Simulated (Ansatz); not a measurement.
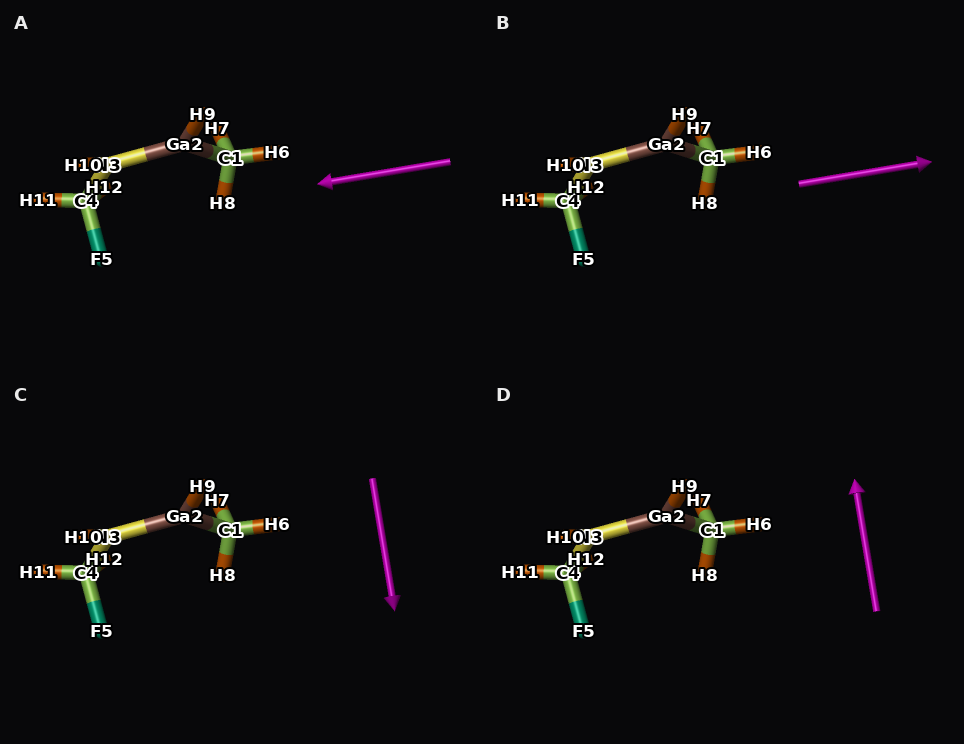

The same molecule four times, each with an arrow. The computed structure is the end point of a PBE-D4/def2-SVP optimisation. No frequency run is at hand to confirm it as a minimum. Properties computed with RKS PBE-D4/def2-SVP (Ansatz 0.2.0).

> Which arrow points along the dipole moment, from the negative to the positive end?

D. The dipole moment is 1.28 D; it points from the side of F5 to the side of H7, H9 (the outermost atoms at the two ends).
